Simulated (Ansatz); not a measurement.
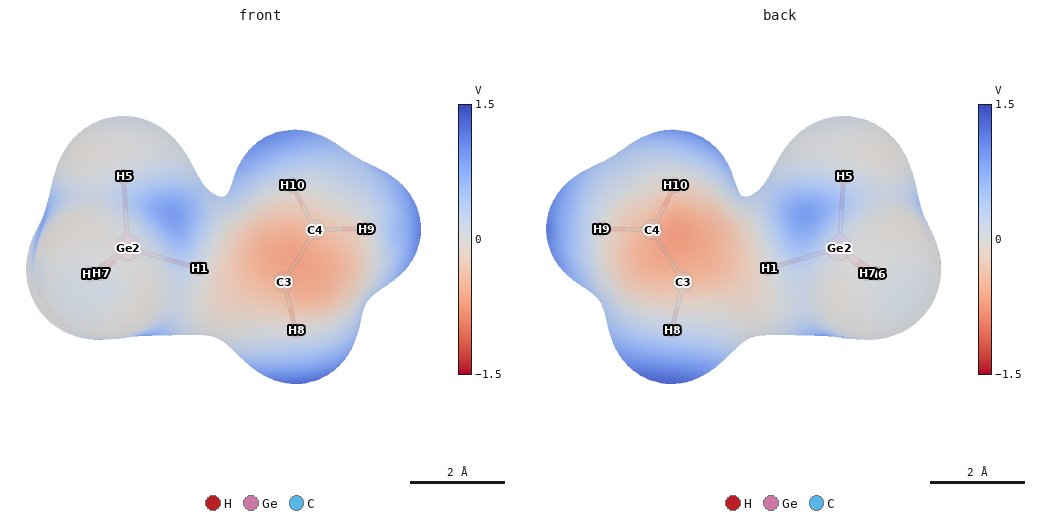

GeH4···C2H3 (doublet). The molecular electrostatic potential painted on the density surface at 0.002 e/bohr³, seen from the front and from behind; red is negative and blue positive.

A transition-state structure; geometry: PBE0-D4/def2-TZVP.

Method: UKS PBE0-D4/def2-TZVPP in Ansatz.

```yaml
atoms:
  - { symbol: H, position_ang: [0.3869, -0.4468, 0.1040] }
  - { symbol: Ge, position_ang: [1.8801, -0.1644, 0.5463] }
  - { symbol: C, position_ang: [-1.3956, -0.5520, -0.4115] }
  - { symbol: C, position_ang: [-1.9240, 0.6319, -0.5564] }
  - { symbol: H, position_ang: [2.0616, 1.3399, 0.8083] }
  - { symbol: H, position_ang: [2.2007, -0.9415, 1.8329] }
  - { symbol: H, position_ang: [2.8484, -0.6022, -0.5640] }
  - { symbol: H, position_ang: [-1.7406, -1.5713, -0.5181] }
  - { symbol: H, position_ang: [-2.9646, 0.7652, -0.8567] }
  - { symbol: H, position_ang: [-1.3529, 1.5413, -0.3848] }
```

Q: Where is the surface potential most negative and most positive?

A: The most negative region (about −0.7 V, or −16 kcal/mol for a unit charge) lies over C3 and C4, the most positive (about +1.2 V, or +28 kcal/mol for a unit charge) over H8.
